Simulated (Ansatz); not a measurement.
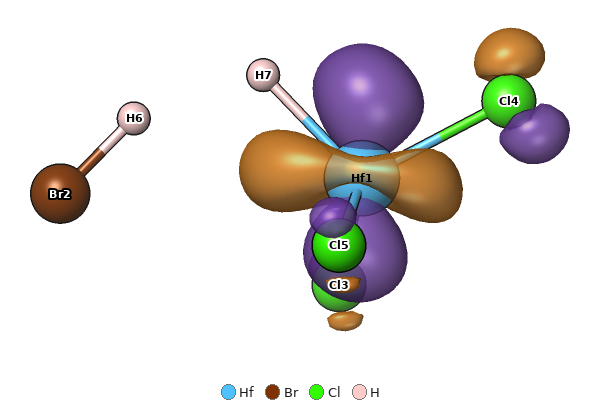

Figure 1: Cl$_{3}$HHf···HBr. The LUMO at ±0.15 Å⁻³ᐟ² (orange and purple are the two phases), seen from one side.

Core potentials replace the inner electrons of Hf; not at a stationary point (largest force 1.3 eV/Å).

Computed with RKS PBE-D4/def2-SVP (Ansatz).

```yaml
atoms:
  - { symbol: Hf, position_ang: [-1.0493, 0.0679, -0.1650] }
  - { symbol: Br, position_ang: [3.1952, -0.0834, -0.1218] }
  - { symbol: Cl, position_ang: [-0.7081, -1.6239, -1.7358] }
  - { symbol: Cl, position_ang: [-3.1848, -0.0502, 0.7815] }
  - { symbol: Cl, position_ang: [-0.5794, 2.2073, -0.9697] }
  - { symbol: H, position_ang: [2.0914, -0.2409, 0.8594] }
  - { symbol: H, position_ang: [0.2349, -0.2767, 1.3513] }
```

> Describe this orbital and give its energy.

By Hirshfeld shares it lies mainly on Hf1 (about 75 %) and Cl4 (about 10 %). Its energy is −3.39 eV.
